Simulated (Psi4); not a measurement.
**A ladder of methods for InBr3 (indium tribromide)**

InBr3 has 4 atoms, charge 0, and is taken as a singlet. As SMILES, `[Br][In]([Br])[Br]`. The shape was relaxed beforehand at PBE0/def2-TZVP.

Quantity: the HOMO–LUMO gap, in eV. The values are calculated.

```tsv
level	kind	program	value (eV)
PBE-D4/def2-TZVPP (density fitting, core potential)	GGA	Psi4	3.66
r2SCAN-D4/def2-TZVPP (density fitting, core potential)	meta-GGA	Psi4	4.16
B3LYP-D4/def2-TZVPP (density fitting, core potential)	global hybrid	Psi4	5.20
PBE0-D4/def2-TZVPP (density fitting, core potential)	global hybrid	Psi4	5.77
wB97M-V/def2-TZVPP (density fitting, core potential)	range-separated hybrid	Psi4	9.89
```

The values span 3.66 to 9.89 eV. Orbital gaps aren't excitation energies; they tend to grow with the share of exact exchange.

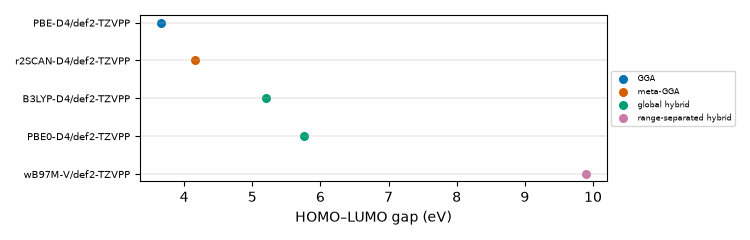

The values of the table, level by level.
